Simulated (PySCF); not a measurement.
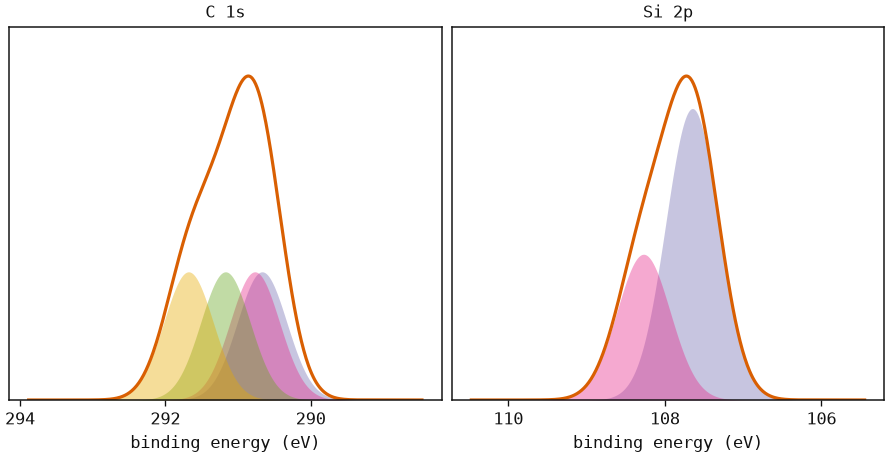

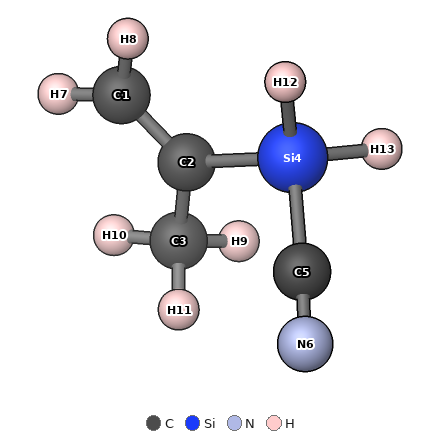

Simulated XPS of C₄H₇NSi, SMILES C=C(C)[SiH2]C#N. Vertical core-electron binding energies by ΔSCF (SCAN, pcX-2 on the ionised atom, pcseg-1 elsewhere, spin-free X2C; PySCF, at a PBE0-D3(BJ)/def2-SVP geometry (no frequency check)), gas phase, against the vacuum level. One atom of each kind was ionised; within a panel, areas follow the number of like atoms and 2j + 1 (2p levels are split by first-order spin-orbit coupling, an approximation), each panel is scaled alone, Gaussians of 0.8 eV full width. Only the regions named are shown. Lines closer than the width merge in the curve.

Which atoms give which peak?

```tsv
level	atoms	binding energy (eV)
C 1s	C5	291.7
C 1s	C3	291.2
C 1s	C2	290.8
C 1s	C1	290.7
Si 2p1/2	Si4	108.3
Si 2p3/2	Si4	107.6
```

How large is the chemical shift across the C 1s region?

1.0 eV, from C1 at 290.7 eV to C5 at 291.7 eV.

Note: one conformer of a flexible molecule.
